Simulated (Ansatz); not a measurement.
## Electronic structure of Al₂BrH₃Si in real space

```xyz
7

Br   -1.2838   -1.5751    0.9867
Si   -1.0167    0.1388   -0.6743
Al    0.6723    0.0131    1.2281
Al    1.2756   -0.1378   -1.1864
H    -2.4658    0.4380   -0.9064
H     0.8248    0.3218    2.7744
H     2.0548    0.7333   -2.2679
```

Geometry: PBE0-D4/def2-TZVP.

These are results of RKS PBE0-D4/def2-TZVPP in Ansatz, not measurements.

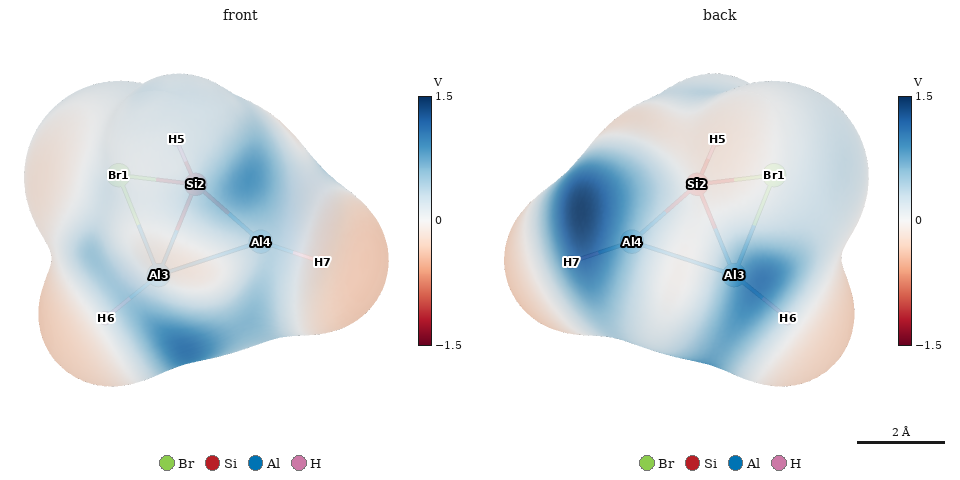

Figure 1. The electrostatic potential painted on the density surface at 0.001 e/bohr³, seen from the front and from behind; the colour scale runs from red (negative) to blue (positive).

**Where is the surface potential most negative and most positive?**

The most negative region (about −0.4 V) lies over H6 and H7, the most positive (about +1.4 V) over Al4.

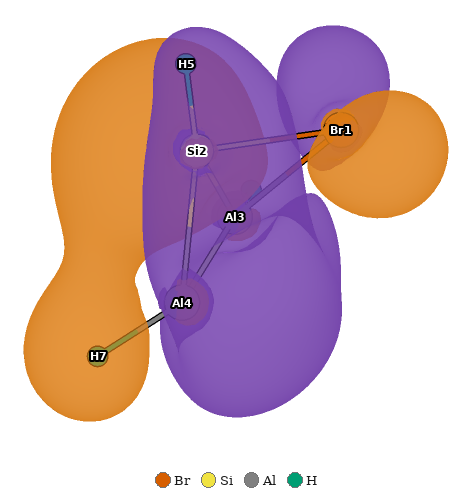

Figure 2. The HOMO at ±0.05 Å⁻³ᐟ² (orange and purple are the two phases), seen at an oblique angle.

**Describe this orbital and give its energy.**

Its weight (Hirshfeld) is mainly on Si2 (about 35 %), Al4 (about 30 %), Al3 (about 20 %) and Br1 (about 10 %). Its energy is −5.90 eV.

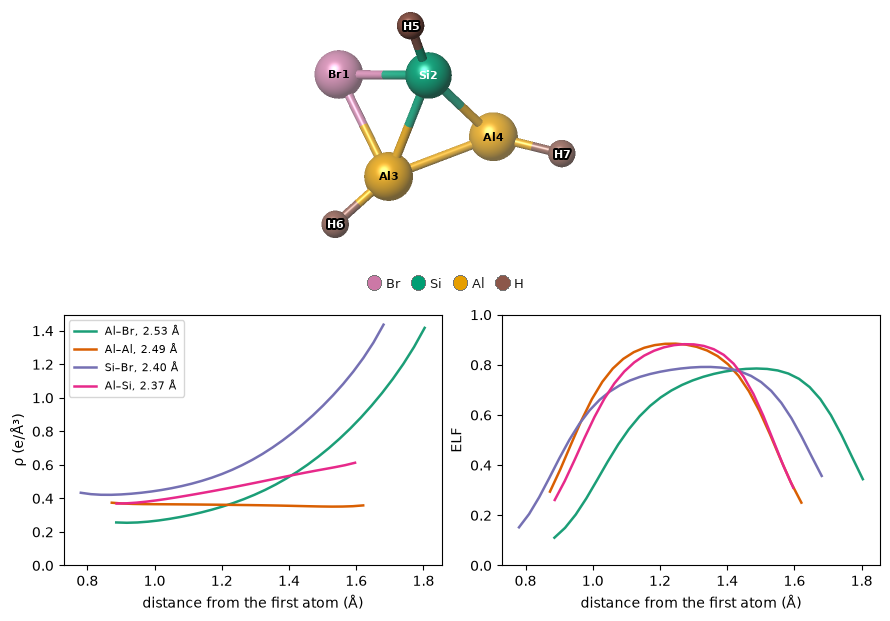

Figure 3. Electron density and ELF along straight lines between neighbouring atoms. The curves leave out the atomic cores. The structure is drawn too.

**Compare the contacts.**

Al–Br (2.53 Å): ρ at the midpoint is about 0.4 e/Å³, with its minimum of 0.25 e/Å³ about 0.9 Å from Al; the ELF peaks at about 0.80 in the valence shell of Br, 1.0 Å from its nucleus, and is about 0.70 at the midpoint.
Al–Al (2.49 Å): ρ is about 0.36 e/Å³ halfway; the ELF peaks at about 0.90 between the atoms; a covalent bond.
Si–Br (2.40 Å): ρ at the midpoint is about 0.55 e/Å³, with its minimum of 0.42 e/Å³ about 0.9 Å from Si; the ELF peaks at about 0.80 between the atoms: a shared but strongly polarised pair.
Al–Si (2.37 Å): ρ is about 0.45 e/Å³ halfway; the ELF peaks at about 0.90 between the atoms: a covalent bond.

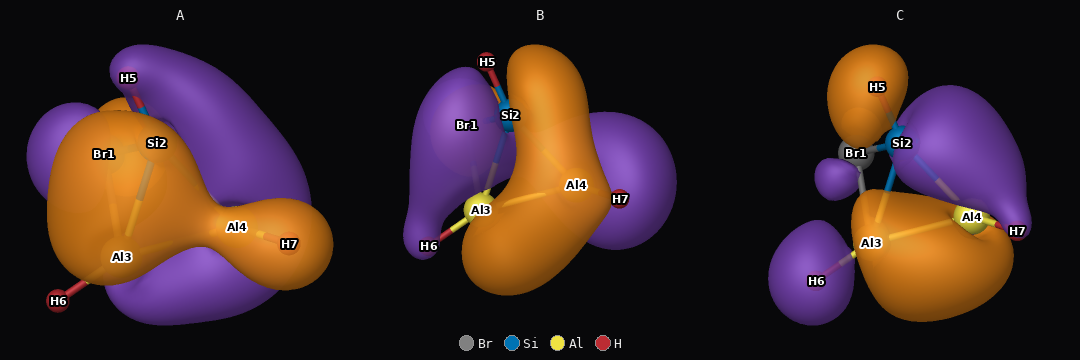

Figure 4. Three frontier orbitals at ±0.06 Å⁻³ᐟ² (orange and purple are the two phases), in no order.

**Order the three orbitals by energy and name them.**

C is the HOMO−1 (−6.59 eV). By Hirshfeld shares it lies mainly on Al4 (about 30 %), Al3 (about 25 %), Si2 (about 25 %) and H6 (about 5 %). A is the HOMO (−5.90 eV). Its weight (Hirshfeld) is mainly on Si2 (about 35 %), Al4 (about 30 %), Al3 (about 20 %) and Br1 (about 10 %). B is the LUMO (−2.21 eV). It lies mainly on Al4 (about 45 %), Si2 (about 25 %), Al3 (about 20 %) and Br1 (about 10 %).

**What is the HOMO–LUMO gap?**

3.69 eV between the orbital energies.
